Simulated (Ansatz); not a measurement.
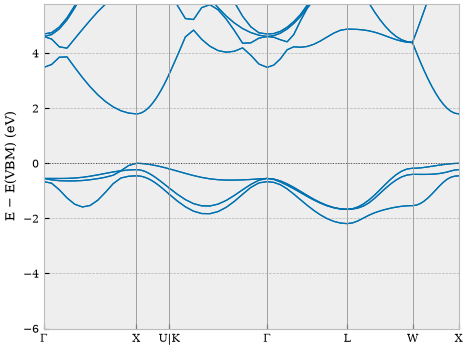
Fig. 1. Band structure from DFT-PBEsol with spin–orbit coupling in the program Ansatz with PAW potentials

Problem. Read off the gap and where the band edges lie.

Solution. About 1.8 eV (1.80 eV by a search for the band edges); maximum at X, minimum at X.

The material is BaO (rock salt, Fm-3m).

The PBEsol relaxation kept the symmetry of its start.

Potentials: the earlier of the program's two PAW sets. The files were generated under PBE; for other functionals the program regenerates the frozen cores, and for LDA and PBEsol the local potential too.
